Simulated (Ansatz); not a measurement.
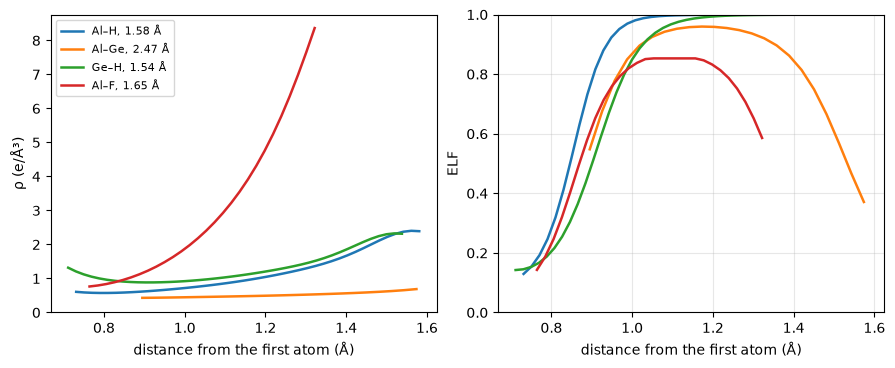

Figure. AlFGeH$_{4}$. Total electron density and ELF along straight lines between neighbouring atoms. The curves leave out the atomic cores.

Geometry: PBE0-D4/def2-TZVP.

The calculation used RKS PBE0-D4/def2-TZVPP (Ansatz).

```xyz
7

F    -2.0020   -1.4878    0.7165
Al   -0.4915   -1.3271    0.0666
Ge    0.4282    0.9603   -0.0651
H     0.2040   -2.6599   -0.4226
H     0.0957    1.5992   -1.4280
H    -0.1364    1.8870    1.0248
H     1.9633    0.9602    0.0623
```

> Compare the contacts.

Al–H (1.58 Å): ρ is about 0.57 e/Å³ halfway; the ELF climbs to about 1 towards the hydrogen.
Al–Ge (2.47 Å): ρ at the midpoint is about 0.5 e/Å³; the ELF peaks at about 0.95 between the atoms (localised, covalent bonding).
Ge–H (1.54 Å): the density is about 1.1 e/Å³ at the midpoint; the ELF climbs to about 1 towards the hydrogen.
Al–F (1.65 Å): ρ is about 0.89 e/Å³ halfway; the ELF peaks at about 0.85 in the valence shell of F, 0.6 Å from its nucleus, and is about 0.30 at the midpoint.
